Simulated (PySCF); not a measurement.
**NMR shielding calculation, with input and output: C$_{2}$H$_{7}$PS$_{2}$Si**

C$_{2}$H$_{7}$PS$_{2}$Si, SMILES P[SiH]1SCCS1, computed with GIAO PBE0/pcSseg-1 NMR shielding, non-relativistic, gas phase (PySCF 2.14.0).

The geometry comes from this level: GFN2-xTB. Figures and captions count atoms from 1; the log counts them from 0 in places.

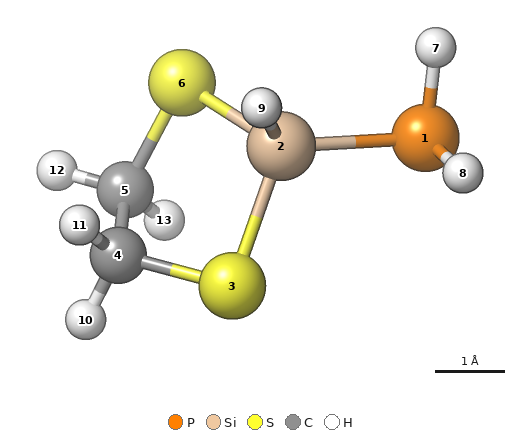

*The structure (ball-and-stick view, seen at a tilt; atoms are numbered from 1 in the order of the input).*

**Summary**

- outcome: converged
- total energy: −1507.016579 hartree
- HOMO: −7.00 eV
- LUMO: −0.43 eV
- dipole moment: 0.89 D
- isotropic shielding, P: 605.4 ppm
- isotropic shielding, Si: 316.2 ppm
- isotropic shielding, S: 606.6 to 615.5 ppm
- isotropic shielding, C: 144.1 to 145.1 ppm
- isotropic shielding, H: 25.3 to 30.2 ppm
- hardware: 1 CPU thread, shared host
- wall time: 39 s
- peak memory: 0.75 GiB

**Input**
```
{"job": {"kind": "nmr", "xc": "PBE0", "basis": "pcSseg-1"}, "charge": 0, "multiplicity": 1}
P      2.912274     0.637965     0.086603
Si     1.043880    -0.325640    -0.674887
S     -0.365630     1.151434    -1.351542
C     -1.804411     0.307654    -0.616917
C     -1.510676    -0.110785     0.802907
S     -0.111242    -1.279748     0.876343
H      3.592713    -0.565717     0.142199
H      3.375906     0.930768    -1.183913
H      1.162678    -1.333772    -1.732510
H     -2.626670     1.022204    -0.645747
H     -2.050128    -0.551890    -1.240340
H     -2.363184    -0.632657     1.236695
H     -1.259899     0.750670     1.422133
```

The first line tells a small driver script what to run in PySCF; the rest is the geometry in Å.

Launched with:
```bash
OMP_NUM_THREADS=1 python <driver script> task.json out
```

**Output**
```
coarse grid: 13008 points
cycle   1  E = -1506.9518799808  dE =  6.111e-01  |g| = 2.777e-01  |ddm| = 3.461e+00
cycle   2  E = -1506.9522736229  dE = -3.936e-04  |g| = 2.911e-01  |ddm| = 8.842e-01
cycle   3  E = -1506.9762214413  dE = -2.395e-02  |g| = 4.352e-02  |ddm| = 4.930e-01
cycle   4  E = -1506.9767169099  dE = -4.955e-04  |g| = 1.775e-02  |ddm| = 8.946e-02
cycle   5  E = -1506.9768132796  dE = -9.637e-05  |g| = 4.710e-03  |ddm| = 3.055e-02
cycle   6  E = -1506.9768179554  dE = -4.676e-06  |g| = 1.875e-03  |ddm| = 5.939e-03
final grid: 107368 points
cycle   7  E = -1507.0165713298  dE = -2.475e-05  |g| = 5.725e-03  |ddm| = 2.834e-02
cycle   8  E = -1507.0165666045  dE =  4.725e-06  |g| = 7.067e-03  |ddm| = 1.254e-02
cycle   9  E = -1507.0165785938  dE = -1.199e-05  |g| = 8.141e-04  |ddm| = 7.613e-03
cycle  10  E = -1507.0165787729  dE = -1.792e-07  |g| = 1.441e-04  |ddm| = 1.132e-03
cycle  11  E = -1507.0165787782  dE = -5.257e-09  |g| = 4.927e-05  |ddm| = 2.429e-04
cycle  12  E = -1507.0165787789  dE = -7.142e-10  |g| = 1.560e-05  |ddm| = 9.400e-05
```

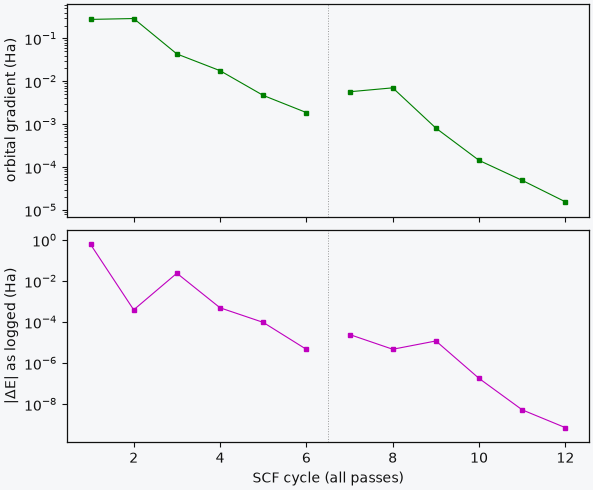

*Convergence of the self-consistent field: orbital gradient and size of the energy change against the SCF cycle. The dotted line marks the change from a coarse to the final integration grid.*

The first 6 cycles use a coarse grid, the final grid takes over at cycle 7, and the field converges after 12 cycles in all.

```
converged SCF energy = -1507.0165787789

GIAO shielding tensors (ppm)
atom      isotropic    diamagn.    paramagn.     s11        s22        s33       span
  0 P      605.408     966.087    -360.680    570.274    618.064    627.884     57.610
  1 Si     316.213     878.427    -562.214    257.946    338.147    352.547     94.601
  2 S      606.627    1057.930    -451.303    465.539    540.188    814.154    348.615
  3 C      144.061     251.511    -107.450    110.182    153.349    168.651     58.470
  4 C      145.138     251.050    -105.912    112.735    154.267    168.413     55.678
  5 S      615.529    1058.033    -442.505    466.908    567.516    812.161    345.253
  6 H       30.245      28.808       1.437     24.627     27.473     38.635     14.008
  7 H       30.199      28.673       1.526     24.325     27.615     38.657     14.332
  8 H       25.318      28.449      -3.131     21.121     22.744     32.090     10.969
  9 H       28.580      29.597      -1.017     21.555     26.542     37.644     16.089
 10 H       29.039      30.478      -1.438     23.107     26.647     37.364     14.257
 11 H       28.632      29.773      -1.141     21.699     26.677     37.521     15.822
 12 H       28.999      30.788      -1.789     23.435     26.594     36.968     13.534
```

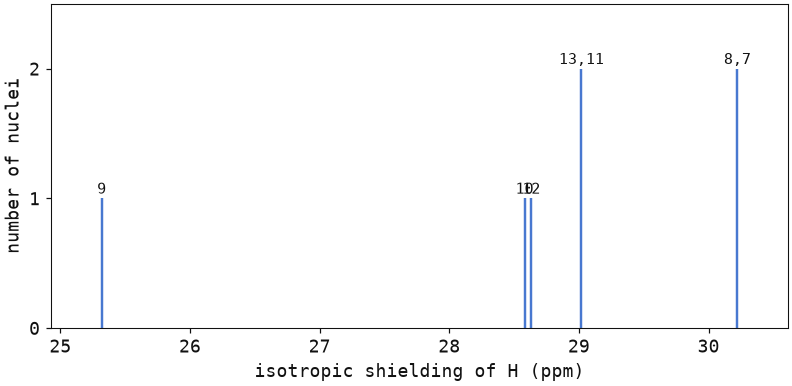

*Isotropic shieldings of the hydrogen nuclei in this fixed geometry, labelled by atom number; shielding grows to the right, so chemical shift grows to the left.*

The least shielded is H9 (25.3 ppm), the most shielded H7 (30.2 ppm).

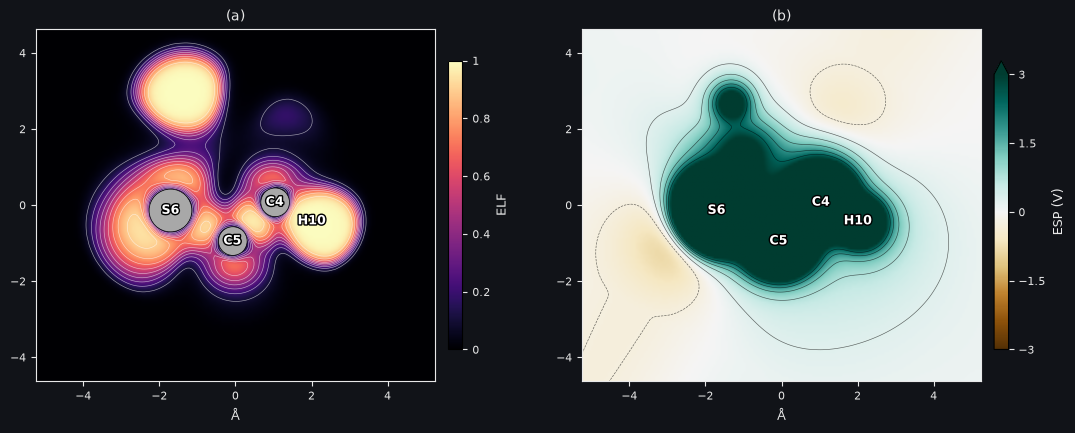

*(a) ELF; (b) electrostatic potential on the plane of atoms C5, C4 and H10. Grey discs, where drawn, cover atomic cores.*

The section cuts through C, S and H sites. C–C (1.51 Å): the ELF peaks at about 0.95 between the atoms (localised, shared-pair bonding). C–S (1.82 Å): the ELF peaks at about 0.90 between the atoms, as expected for localised, shared-pair bonding. C–H (1.09 Å): the ELF climbs to about 1 towards the hydrogen, as it does in any bond to H; a covalent bond by its length.

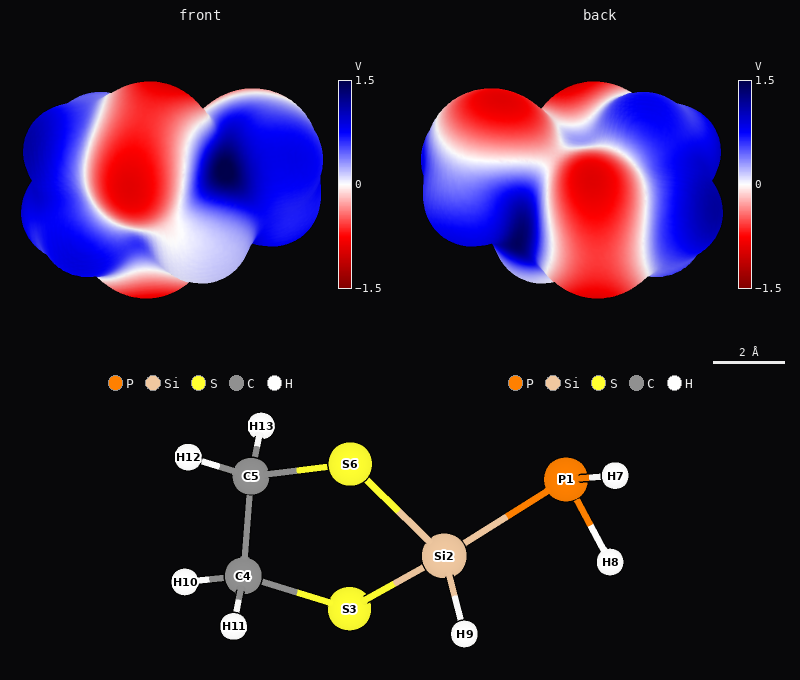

*The molecular electrostatic potential painted on the density surface at 0.002 e/bohr³, seen at a tilt and from behind; red is negative and blue positive. The bare structure is drawn below in the same view.*

Its dipole moment is 0.89 D.
